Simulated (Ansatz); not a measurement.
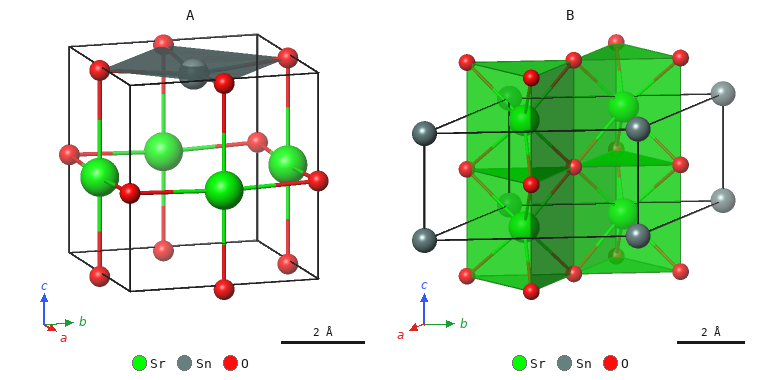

Two structures of Sr$_{2}$SnO$_{3}$, each relaxed to rest (conventional cells in solid outline, small ones repeated, not to one scale). Method: Ansatz, DFT PBE, scalar-relativistic, plane waves, PAW, without spin polarisation.

Name structures A and B.

Answer. A: 6 atoms a cell on a primitive tetragonal lattice, P4mm. B: CeCo₃B₂ type, P6/mmm.

Which polymorph is favoured?

Answer. B is lower, by 71 meV/atom at this level of theory (energies at zero smearing). Volumes: A 19.5, B 19.9 Å³/atom.

One or both may be structure types tried for this composition rather than known phases.
